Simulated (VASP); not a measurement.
Consider the following.

```
BaTiO3
1.0
    2.84941     1.64511     2.33721
   -2.84941     1.64511     2.33721
    0.00000    -3.29022     2.33721
Ba Ti O
1 1 3
Direct
  0.00036   0.00036   0.00036
  0.51367   0.51367   0.51367
  0.48889   0.97928   0.48889
  0.48889   0.48889   0.97928
  0.97928   0.48889   0.48889
```

Method: r2SCAN meta-GGA, VASP's PBE PAW potentials (set 64) (plane waves; VASP). Run with 520 eV cut-off, 6×6×6 Γ-centred mesh, tetrahedra with Blöchl corrections, potentials Ba_sv Ti_sv O.

Unless said otherwise, spin-orbit coupling is left out, though it shifts the bands of the heavy elements here.

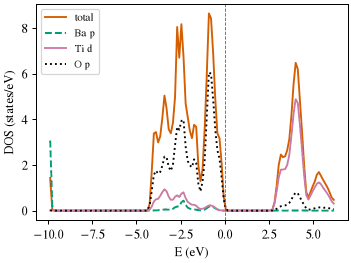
Figure. Total and projected density of states, zero at the valence-band maximum

Within 2 eV below the valence-band maximum the largest weight inside VASP's projection spheres is O p.

The gap is indirect, 2.75 eV, from the valence maximum at T to the conduction minimum at Γ.

The structure comes from a computed database's BaTiO3 entry (R3m); how it stands against other phases isn't given here. It was relaxed first.
